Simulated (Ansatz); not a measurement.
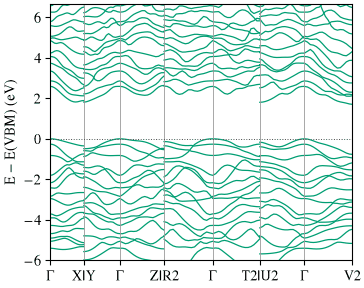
Figure. Band structure from r²SCAN (plane waves, PAW; program Ansatz)

The gap is 1.66 eV; an edge lies off the plotted path or next to a special point (maximum at Γ, minimum off the standard path).

The material is Si$_{4}$P$_{4}$Ru in space group P1 (No. 1; Pearson symbol aP9).

The workflow started from a Materials Project entry (that database holds measured and hypothetical structures alike); the Crystallography Open Database copy checked does not list it. With Si and P taken as one species the cell has the higher symmetry P-1, so it may be an ordered model of a mixed-site phase. Its standing as an ambient phase is unchecked. Symmetry was held in the r²SCAN relaxation; its stability against distortions is not shown here. No spin polarisation was allowed. Scalar-relativistic: spin–orbit coupling is off unless named, which matters more the heavier the elements.

Potentials: the later of the program's two PAW sets.
